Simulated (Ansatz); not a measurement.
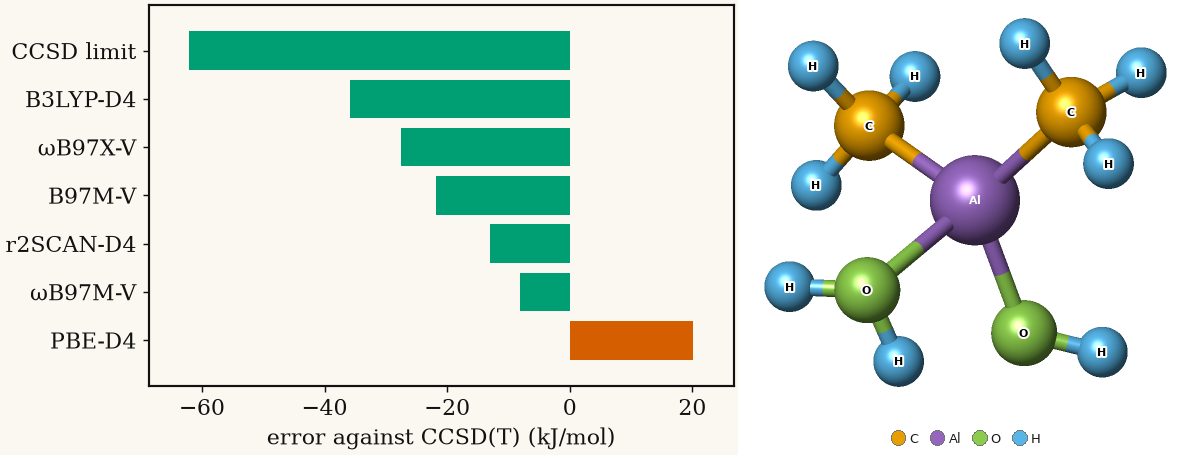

Error in the electronic atomisation energy (method less reference, so positive means overbinding) of C₂H₉AlO₂, SMILES [CH3][Al-]([CH3])([OH])[OH2+], singlet: functionals in def2-TZVPP against frozen-core CCSD(T) at the limit (MP2 extrapolated from triple and quadruple zeta, plus CCSD(T) less MP2 in a smaller set), which gives 5153.0 kJ/mol, at a PBE0-D4/def2-TZVP geometry (a minimum by its frequencies), no zero-point or spin-orbit term, the Ansatz code. The reference leaves out core correlation, a term that grows with the number of heavy atoms. Limit means the basis limit.

What range do the values span?

Answer. From −62.0 kJ/mol (CCSD limit) to 20.1 kJ/mol (PBE-D4).

Which of these levels overbind, and which underbind?

Answer. Overbind: none clearly. Underbind: CCSD limit, B3LYP-D4 and ωB97X-V. Within 25 kJ/mol of zero, too close to call in view of what the reference leaves out: B97M-V, r2SCAN-D4, ωB97M-V and PBE-D4.
